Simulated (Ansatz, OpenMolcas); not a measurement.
**A ladder of methods for C2HF2Ge (SMILES C#[C][Ge]([F])[F])**

C2HF2Ge has 6 atoms, charge 0, and is taken as a doublet. SMILES: `C#[C][Ge]([F])[F]`. Geometry: relaxed at PBE0-D4/def2-TZVP.

Quantity: the vertical ionisation energy (to the singlet cation), in eV. The values are calculated.

| level | kind | program | value (eV) | less CCSD(T)/6-31G* | CPU time (all runs) |
| --- | --- | --- | --- | --- | --- |
| UHF/6-31G* (spherical functions) | Hartree–Fock | OpenMolcas | 9.90 | +0.43 | 36 s |
| U-revPBE/6-31G* (spherical functions) | GGA | OpenMolcas | 9.30 | -0.17 | 95 s |
| UPBE/6-31G* (spherical functions) | GGA | Ansatz | 9.34 | -0.13 | 18 s |
| UM06-L/6-31G* (spherical functions) | meta-GGA | OpenMolcas | 9.42 | -0.05 | 1.8 min |
| UBHLYP/6-31G* (spherical functions) | global hybrid | OpenMolcas | 9.95 | +0.48 | 89 s |
| U-wB97X/6-31G* (spherical functions) | range-separated hybrid | Ansatz | 9.76 | +0.29 | 90 s |
| RPA@PBE0/6-31G* (spherical functions) | RPA | Ansatz | 9.50 | +0.03 | 41 s |
| UMP2/6-31G* (spherical functions) | perturbation theory | Ansatz | 9.45 | -0.02 | 13 s |
| UCCSD(T)/6-31G* (spherical functions) | coupled cluster or CI | Ansatz | 9.47 | 0.00 | 2.9 min |

Differences are taken from UCCSD(T)/6-31G* (spherical functions) for orientation; it has basis-set and higher-order errors of its own. All-electron rows without a relativistic Hamiltonian named are non-relativistic. The values span 9.30 to 9.95 eV. In the correlated wave-function rows the outer d shell of Ge is correlated, in sets not made for it. The second state's dipole differs much between rows, so they may not all be the same state. CPU times are rough (shared hosts, several kinds of processor and program).

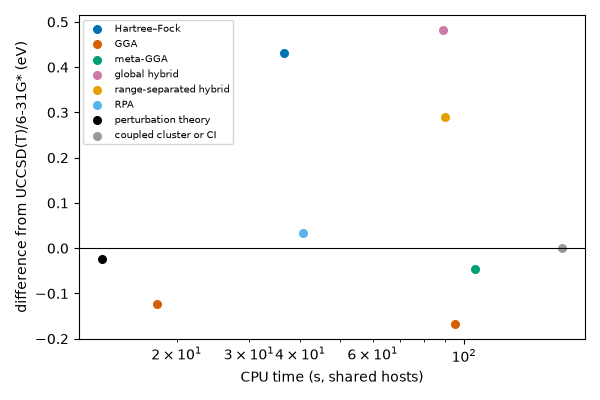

Difference from UCCSD(T)/6-31G* against processor time, one point a level.
